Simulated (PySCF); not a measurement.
In(Me)(SH)2, CH5InS2, SMILES [CH3][In]([SH])[SH], singlet at its CAM-B3LYP/def2-SVP optimised geometry (Å):

```
9

In    -0.0238    -0.3986     0.0000
C      2.1246    -0.3986     0.0000
H      2.5010     0.2294     0.8189
H      2.4925     0.0066    -0.9528
H      2.5005    -1.4223     0.1246
S     -1.3988     1.5801     0.0000
H     -0.3534     2.4341     0.0012
S     -1.3045    -2.4341    -0.0075
H     -2.5010    -1.8105    -0.0105
```

Level of theory: CAM-B3LYP/def2-TZVP, def2 effective core potentials past Kr in PySCF 2.14.0. The core electrons that the potentials of In replace are not part of the density. Cells within 0.4 Å of a nucleus heavier than hydrogen are left out (blank, or x).

Map of the electrostatic potential (hartree/e), clipped to [-0.08, 0.12] on the plane z = 0.0 Å:

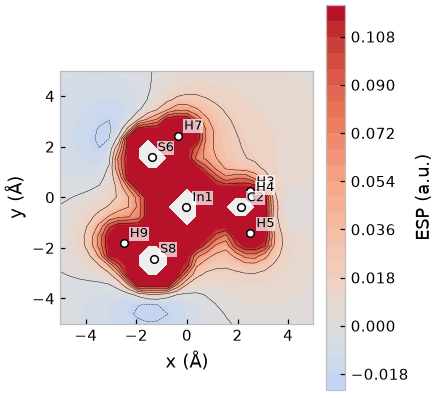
Fig. 1. Electrostatic potential (hartree/e), clipped to [-0.08, 0.12] on the plane z = 0.0 Å.
